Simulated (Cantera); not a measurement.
A closed system holds: 1 mol PbO, 1.2 mol CO, 0.21 mol N2, equilibrated at 0.100 bar.

Equilibrium computed with Cantera from the NASA thermochemical tables; the gas is ideal and each condensed phase is pure. Candidate condensed phases: C, Pb, PbO, PbO2, Pb3O4; 27 gas species. Gases not in the tables: (PbO)n polymers. Kinetics and transport are ignored.

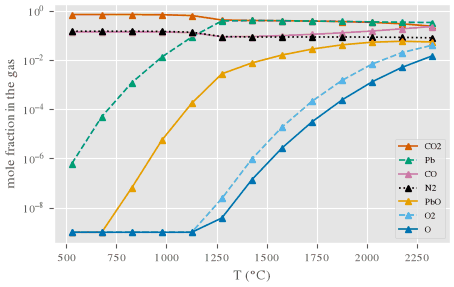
Equilibrium gas composition (values under 1e-9 drawn at 1e-9)

### Question
Read off the mole fractions at 827 °C.

### Answer
CO2 about 0.71, N2 about 0.15, CO about 0.14, Pb about 0.0012, PbO about 6.5e-8.
